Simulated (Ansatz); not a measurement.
# Calculations on SnH$_{5}$O$_{2}$F

Part 1: Relaxation

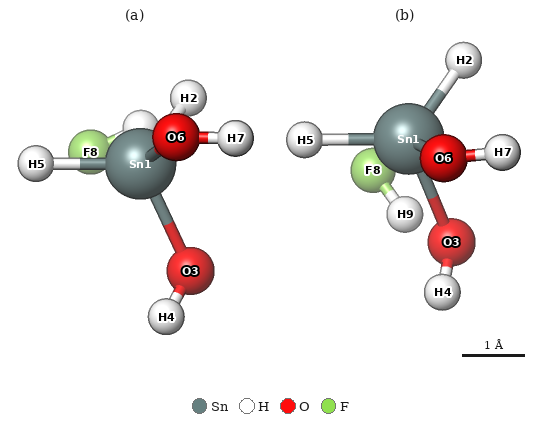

The structure of SnH₅O₂F before (left) and after (right) a relaxation, at one scale.

The picture is a ball-and-stick view, seen from a free direction.

The run prepares an end point of a later path (reaction) calculation, from a guessed geometry.

These are results of RKS PBE0-D4/def2-SVP in Ansatz, not measurements. Set-up: no spin polarisation; force threshold 0.03 eV/Å; at most 50 steps.

Question: Summarise the run.

Answer: The energy falls by 55.8 kJ/mol in 17 accepted moves (21 points after the start). The largest force component goes from 0.21 to 0.025 eV/Å. The line search rejected the trial steps at points 1, 4, 17, 20 of the run. H9 moves most after the best rigid fit: 1.48 Å. By element the largest moves are H 1.48 Å, O 0.70 Å, F 0.46 Å, Sn 0.41 Å. Among the contacts that change: Sn1–F8 3.068 → 2.696 Å, Sn1–H9 2.808 → 2.500 Å, Sn1–O3 1.981 → 2.035 Å, F8–H9 0.924 → 0.968 Å. Among the angles between lasting bonds that change: O3–Sn1–O6 107.7° → 101.5°, H2–Sn1–H5 119.2° → 124.2°, H2–Sn1–O3 101.2° → 105.0°. Groups turn about Sn1–O3 by about 25°.

Part 2: Relaxation

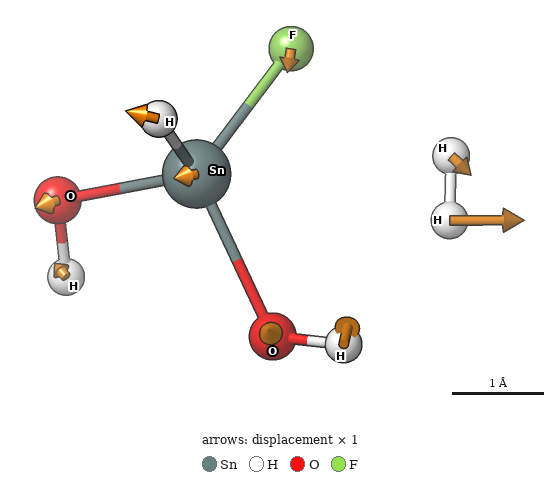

This is a relaxation of SnH5O2F. The starting structure is drawn; orange arrows show the displacements, at their true length. The two geometries are superimposed by the best rigid fit.

The picture is a ball-and-stick view, seen at a tilt.

The run prepares an end point of a later path (reaction) calculation, from a guessed geometry.

Computed with Ansatz, RKS PBE0-D4/def2-SVP. (no spin polarisation; force threshold 0.03 eV/Å; at most 50 steps)

> Atoms of which element are displaced furthest, and by how much?

Hydrogen: up to 0.84 Å, against 0.36 Å for oxygen.

> What did the optimiser do to the structure, and how much energy did it gain?

The atom that moves furthest after the best rigid fit is an H atom (0.84 Å). Largest moves by element: H 0.84 Å, O 0.36 Å, Sn 0.31 Å, F 0.28 Å. Some distances before and after: H–H 0.718 → 0.763 Å, F–Sn 1.902 → 1.945 Å, H–Sn 1.701 → 1.693 Å, O–Sn 1.972 → 1.966 Å. Bond angles that change, for instance: O–Sn–F 115.0° → 101.6°, O–Sn–O 101.3° → 109.5°, H–Sn–F 104.8° → 110.1°. Groups turn about O–Sn by about 65°, O–Sn by about 30°. The energy falls by 26.0 kJ/mol in 11 accepted moves (13 points after the start). The largest force component goes from 1.7 to 0.012 eV/Å. The line search rejected the trial steps at points 7, 10 of the run. The run took 31 s on 2 threads of AMD EPYC 7B13 (Zen 3) (shared host), peak memory 0.22 GiB.

Part 3: Path

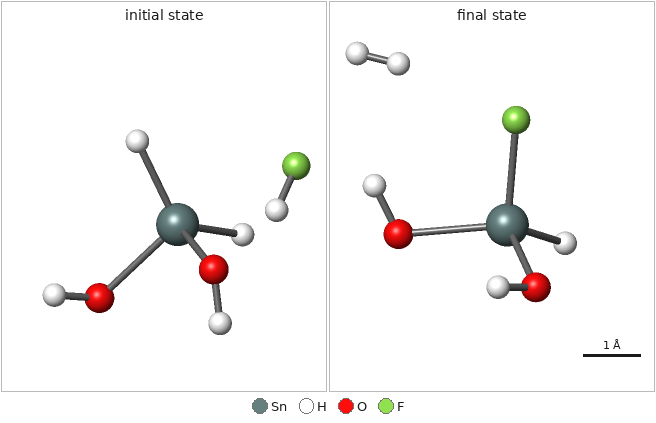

The two relaxed end points of a path for SnH₅O₂F. The picture is a ball-and-stick view, seen from a free direction.

The calculation used RKS PBE0-D4/def2-SVP (Ansatz 0.2.0).

Run with 5 movable images; climbing image; force threshold 0.05 eV/Å; iteration limit 60.

Start:
```xyz
9

Sn   -0.3880   -0.0156    0.2938
H    -0.7586   -0.2093    1.9404
O     1.6347   -0.2106    0.1841
H     1.9554   -0.4617   -0.6896
H    -0.9485    1.2664   -0.6641
O    -0.9954   -1.5976   -0.7412
H    -0.8597   -2.4296   -0.2741
F     1.2489    1.9015    1.2500
H     1.7406    1.1793    0.8338
```

End:
```xyz
9

Sn    0.2460    0.4353   -0.7311
H    -0.5055   -0.5643    3.1247
O     1.9213    0.0326   -1.6656
H     2.3978   -0.7059   -1.2670
H    -0.6968    1.4807   -1.6719
O    -0.5909   -1.2407   -0.1338
H    -0.6608   -1.2529    0.8306
F     0.6886    1.2788    0.9651
H    -0.1704   -0.0409    2.6821
```

### Predict the minimum-energy path and its barrier.

The highest point, image 3, lies 1.55 eV above the start and 1.29 eV above the end; the end is at +0.26 eV relative to the start. Breaking: F8–H9 (0.97 → 1.20 at the top → 2.33 Å), Sn1–H2 (1.70 → 2.05 at the top → 4.05 Å). Forming: H2–H9 (3.07 → 0.99 at the top → 0.76 Å), Sn1–F8 (2.70 → 2.16 at the top → 1.95 Å). The band converged in 23 iterations. The largest component of the band force went from 14 to 0.047 eV/Å. The climbing image converged on the top of the path. Its vibrational analysis gives one imaginary mode (1027i cm⁻¹), as a transition state must have.

Energies of the converged images:

```json
{"image": "0", "path (Å)": "0.00", "E (eV)": "0.000"}
{"image": "1", "path (Å)": "1.21", "E (eV)": "0.434"}
{"image": "2", "path (Å)": "2.42", "E (eV)": "0.669"}
{"image": "3", "path (Å)": "3.64", "E (eV)": "1.551"}
{"image": "4", "path (Å)": "4.80", "E (eV)": "0.520"}
{"image": "5", "path (Å)": "5.96", "E (eV)": "0.280"}
{"image": "6", "path (Å)": "7.12", "E (eV)": "0.261"}
```

The geometry at the top of the path:

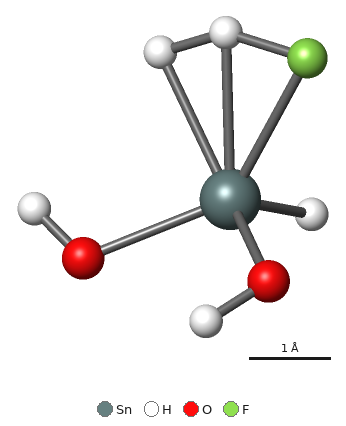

The run took 4 min on 2 threads of AMD EPYC 7B13 (Zen 3), on a shared host, peak memory 0.23 GiB.
